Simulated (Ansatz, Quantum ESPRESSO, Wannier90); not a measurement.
# zigzag In chain, bond 2.95 Å, width 1.2 Å: Wannier functions and conductance, part 5 of 5

How many channels does the wire offer, and does a small Wannier basis get them right? The wire: zigzag In chain, bond 2.95 Å, width 1.2 Å.

Quantum ESPRESSO 7.5 and Wannier90 3.1.0; plane-wave DFT, PBE, GBRV ultrasoft pseudopotentials; cross-check by Ansatz 0.2.0 with PAW datasets.

So far. Step 2 (Self-consistent run): The run needed 12 iterations to bring the estimated error under 1e-07 Ry; the largest force on any atom, held or free, is 0.20 eV/Å. Step 6 (Localisation, bands and conductance): Bands and channels are those of the Wannier model: bands that were not projected, and all outside the frozen window, are missing or only approximate.

## Step 10: Cross-check with Ansatz

As a check, the same structure is run in Ansatz.

Level of this step: plane-wave DFT, PBE, Ansatz PAW (Ansatz 0.2.0).

input.yaml

```yaml
crystal:
  lattice:
    - [9.0, 0.0, 0.0]
    - [0.0, 8.0, 0.0]
    - [0.0, 0.0, 5.3898051913]
  atoms:
    - { symbol: In, position: [-0.0666666667, 0.0, 0.0] }
    - { symbol: In, position: [0.0666666667, 0.0, 0.5] }
kpoints:
  mp_grid: { grid: [1, 1, 12] }
hamiltonian:
  xc: pbe
scf:
  occupations: { method: fermi_dirac, width: 0.05 }
  convergence: { dr2_threshold: 1.0e-08 }
output:
  transmission:
    leads: [[0, 0]]
    e_range: [-4.0, 2.0]
    de: 0.05
    kmesh: [1, 1]
    reduced_basis: true
```

Command:

```sh
> ansatz run input.yaml --threads 2 --pin off --max-ram 4096MiB --backend cpu --events-out ev --progress --plain --runs-dir out
```

Numbers of over 12 decimals in the logs are rounded to 6 here.

What it wrote:

```text
Engine: ansatz 0.2.0, aarch64-unknown-linux-gnu
Pseudopotentials: kind: paw
Pseudopotential: In, paw, valence charge 13, recommended cutoff 420 eV (normal), In.paw.azcp
Functional definition: PBE
  parameter kappa = 0.804
  parameter beta = 0.066725
  exchange = pbe_x(kappa = kappa, mu = beta*pi^2/3)
  correlation = pbe_c(beta = beta)
Crystal: 2 atoms, lattice volume = 388.066 Å³
Basis set: ecut = 420 eV, 7535 PW (Γ)
Bands: 17, of which v1, the nominal top of the filled ones, is band 13 counted from 1 (12 counted from 0)
Symmetry: 8 space group operations
Space group: Pmma (ITA 51), of the structure as read, at distance tolerance 7.3e-5 Å
k-points: 7 of 12
Non-local potential: In, projectors of the file, l = 0: 2, l = 1: 2, l = 2: 2, l = 3: 2
PAW form: soft (Blöchl's): semilocal exchange-correlation on the pseudo side does not see the compensation charge
PAW one-centre angular grid: In, 590 points (default); XC on 64 Gauss nodes
Initial density: superposition of atomic densities (neutral atoms: chi_scale 0, normalization atom), corrected by the library's trained network
Initial wavefunctions: pseudopotential atomic-orbital guess
Functional: x = pbe(κ = 0.804, μ = 0.219515), c = pbe(β = 0.066725)
SCF iter   1: F=—  HF=-11193.513800 eV  |F-HF|=—  |Δ(HF+E_count)|=         —  Δρ=1.57e-3  dr2=3.00e-2  ethr=1.77e-3  ⟨swp⟩=6.9  Hψ=637  notcnv=0
preconditioner: auto → LDOS  [insulator: Δε(μ)=0.113 eV  Ē_g=13.849 eV  σ=0.050 eV  W_gap=0.51  n_scr=38 (ndim 8)  ℏωp=9.6 eV  f_vac=0.663  D(μ)=3.97/eV (n_scr^D=14)  ε∞_Penn≈1.5  β→1.0]
SCF iter   2: F=—  HF=-11193.502890 eV  |F-HF|=—  |Δ(HF+E_count)|=   1.09e-2  Δρ=9.74e-4  dr2=4.07e-3  ethr=1.15e-4  ⟨swp⟩=3.0  Hψ=304  notcnv=0
SCF iter   3: F=—  HF=-11193.504050 eV  |F-HF|=—  |Δ(HF+E_count)|=   1.16e-3  Δρ=7.14e-4  dr2=2.23e-3  ethr=1.57e-5  ⟨swp⟩=2.0  Hψ=238  notcnv=0
SCF iter   4: F=—  HF=-11193.503306 eV  |F-HF|=—  |Δ(HF+E_count)|=   7.44e-4  Δρ=1.12e-4  dr2=1.43e-4  ethr=8.58e-6  ⟨swp⟩=2.0  Hψ=208  notcnv=0
SCF iter   5: F=—  HF=-11193.503347 eV  |F-HF|=—  |Δ(HF+E_count)|=   4.10e-5  Δρ=2.72e-5  dr2=3.04e-6  ethr=5.50e-7  ⟨swp⟩=2.1  Hψ=154  notcnv=0
SCF iter   6: F=—  HF=-11193.503373 eV  |F-HF|=—  |Δ(HF+E_count)|=   2.64e-5  Δρ=1.81e-5  dr2=1.66e-6  ethr=1.17e-8  ⟨swp⟩=2.0  Hψ=214  notcnv=0
SCF iter   7: F=—  HF=-11193.503373 eV  |F-HF|=—  |Δ(HF+E_count)|=   4.67e-7  Δρ=3.18e-6  dr2=5.11e-8  ethr=6.39e-9  ⟨swp⟩=2.0  Hψ=210  notcnv=0
SCF iter   8: F=-11193.503373 eV  HF=-11193.503373 eV  |F-HF|=1.76e-10  |Δ(HF+E_count)|=   4.99e-8  Δρ=7.85e-7  dr2=3.95e-9  ethr=3.85e-11  ⟨swp⟩=5.4  Hψ=380  notcnv=0
SCF 1 converged in 8 iterations: F = -11193.503373 eV  dr2 = 3.95e-9
  greatest PAW one-centre occupation: 0.983 electrons in one spin orbital (limit 2), on the In atom at site 1 (counted from 0), in its partial waves of l = 2
transmission: 7 of 42 steps passed
transmission: 14 of 42 steps passed
[...]
transmission: 42 of 42 steps passed
SCF converged after 8 iterations
Free energy (F): -11193.503373 eV
Harris-Foulkes:  -11193.503373 eV  (|F-HF|=1.76e-10)
Internal energy: -11193.473484 eV  (E = F + TS)
E sigma→0 (E₀):  -11193.488429 eV
Entropy (-TS):   -0.029889 eV (-14.944 meV/atom)
Fermi energy:    -1.591254 eV
--- Per-component energies (eV) ---
  E_band       = -354.408983
  E_kinetic    = 479.383162
  E_local      = -5295.224003  (includes V_loc(G=0)·N_el)
  E_nonlocal   = 731.069405
  E_hartree    = 2260.272490
  E_xc         = -429.465318
  E_vxc        = -196.046859  (∫ρ·V_xc dr)
  E_paw        = -8301.825148  (= ΣΔE_a)
  E_vpaw       = -594.132033  (= ΣTr[D̂ρ^β])
  E_aug_tail   = 0.000051  (compensation charges beyond the density's cutoff)
  E_ewald      = -637.684124
  E_smearing   = -0.029889  (= −TS)
  E_closure    = -0.000000  (closes the sum)
  Σ components = -11193.503373   (vs F -11193.503373, Δ=0.00e0)
--- Band table (eV; the first three rows and the last of 7) ---
  k-point 0: bands = [... 9 lower, -16.0800, -7.8745, -3.8856, -1.9848, -1.6864, -0.4072, 0.3060, 1.4169]
  k-point 1: bands = [... 9 lower, -16.0700, -7.8384, -4.0499, -2.0458, -1.6486, -0.0741, 0.3001, 1.4000]
  k-point 2: bands = [... 9 lower, -16.0459, -7.7297, -4.4737, -2.0690, -1.5358, 0.2460, 0.6935, 1.2711]
  k-point 6: bands = [... 9 lower, -15.9794, -6.5640, -6.5640, -1.1170, -1.1170, -0.3930, -0.3930, 2.0412]
--- Transmission ---
  basis      : 629 plane waves across, 7 finite elements along
  points     : 1, standing for a mesh of 1 x 1
  energies   : 121 from -4.000000 to 2.000000 eV about the Fermi level, 0.050000 eV apart; the leads are filled to 0.000000 eV, and channels, transmission and decay are at 0.000000 eV
  crystal 0  : In2, at the sites [0, 0], period 5.3898 Å: whole cells are its period
    offset         : up to 0.0000 Å between an atom of the period and one for which it stands
    channels       : 2.000000e0 a spin
    conductance    : none, the energies end too early or step too widely for 300 K: set another output.transmission.e_range or a lower de, or, where they end at an eighth of basis.ecutwfc, a higher one
```

Run time: 69 s. Hardware: 2 threads of Arm Neoverse V1, shared host; peak memory 0.58 GiB.

Numbers from this step:

- free energy: -11193.5034 eV
- energy at zero smearing: -11193.4884 eV
- smearing term TS: 0.02989 eV
- Fermi energy: -1.591 eV
- symmetry operations: 8
- lead channels at the Fermi level, one spin: 2

Per spin. The open channels by energy, zero at the Fermi level:

```csv
energy (eV),open channels
-4.0000,1
-3.7500,1
-3.5000,1
-3.2500,1
-3.0000,1
-2.7500,1
-2.5000,1
-2.2500,0
-2.0000,0
-1.7500,0
-1.5000,0
-1.2500,0
-1.0000,0
-0.7500,0
-0.5000,0
-0.2500,1
0.0000,2
0.2500,2
0.5000,2
0.7500,2
1.0000,2
1.2500,3
1.5000,3
1.7500,3
2.0000,2
```

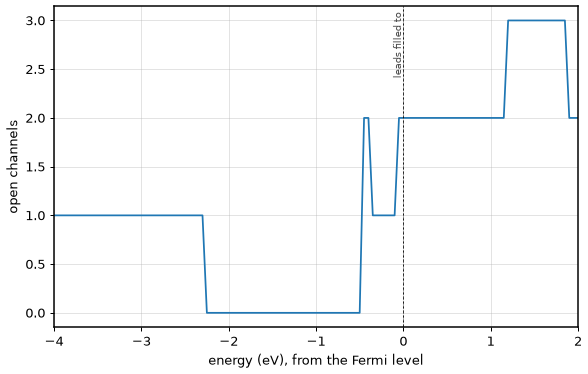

Open channels against energy.

## Step 11: A check by hand

2 channels × 77.48 µS = 155 µS, a two-terminal resistance of 12.906/2 = 6.45 kΩ whatever the wire's length, as long as nothing scatters.

## Step 12: Summary of results

```
open channels at the Fermi level, per spin : 2
total spread                               : 26.7 Å²
gauge-invariant spread                     : 20.8 Å²
largest band misfit in the frozen window   : 0.00920 eV
channels at the Fermi level by Ansatz      : 2
```

The wire offers 2 channels per spin at the Fermi level. Between -4 and 1.5 eV the channel count from Wannier functions equals that from Ansatz's layer matching at 100 % of the energies; outside the frozen window the Wannier bands are not held to the plane-wave ones. Each plane-wave level in the frozen window has a Wannier level within 0.01 eV; this test doesn't see extra bands that a model may add. The wire is perfect, so the conductance only counts bands: each channel, with its partner of the other spin, carries G₀ = 2e²/h. It was run without spin polarisation, which was not tested.

[Logs are printed without paths, hosts, clocks, repeated set-up lines and the standing remarks that a program may print on its own settings, such as how far it seeks lower states.]

[Hosts, paths, dates, database ids (printed as entryN), source tags and the programs' standing remarks are cut or masked in the printed files.]

[Maps of the electrostatic potential energy from Ansatz leave out the sawtooth potential of an applied field or a dipole correction, so their vacuum need not be flat; planar profiles and work functions include it.]
